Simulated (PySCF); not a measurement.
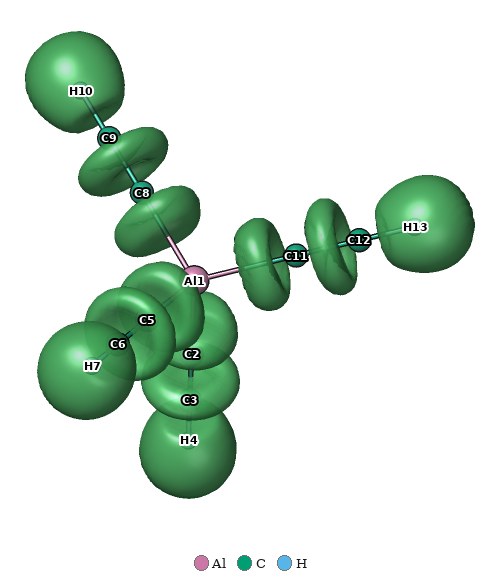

C8H4Al (SMILES C#[C][Al-]([C]#C)([C]#C)[C]#C) (charge −1). Isosurface of the electron localisation function at 0.8 (green), seen at a tilt. Core shells and regions of very low density are left out.

Geometry: PBE0-D3(BJ)/def2-SVP.

Theory: PySCF 2.14.0, PBE0/pcSseg-1 Al:pcSseg-2, SCF density, gas phase, non-relativistic.

```yaml
atoms:
  - { symbol: Al, position_ang: [-0.0038, -0.0047, 0.0014] }
  - { symbol: C, position_ang: [0.0032, -0.0126, 1.9767] }
  - { symbol: C, position_ang: [0.0137, -0.0181, 3.2010] }
  - { symbol: H, position_ang: [0.0216, -0.0232, 4.2756] }
  - { symbol: C, position_ang: [1.8563, -0.0095, -0.6606] }
  - { symbol: C, position_ang: [3.0106, -0.0131, -1.0686] }
  - { symbol: H, position_ang: [4.0242, -0.0172, -1.4257] }
  - { symbol: C, position_ang: [-0.9272, 1.6173, -0.6466] }
  - { symbol: C, position_ang: [-1.4955, 2.6250, -1.0474] }
  - { symbol: H, position_ang: [-1.9943, 3.5100, -1.3979] }
  - { symbol: C, position_ang: [-0.9411, -1.6108, -0.6650] }
  - { symbol: C, position_ang: [-1.5171, -2.6087, -1.0791] }
  - { symbol: H, position_ang: [-2.0199, -3.4865, -1.4417] }
```

What do the ELF domains correspond to?

The surface consists of four regions between bonded C–C atoms (shared pairs), four regions around hydrogen nuclei and four lobes of the valence shell of C pointing towards Al (polar bonds). Along the contacts the grid gives the following. C–C (1.22 Å): the ELF peaks at about 0.85 between the atoms (a multiple bond). C–Al (1.97 Å): the ELF peaks at about 1 between the atoms: a shared but strongly polarised pair.
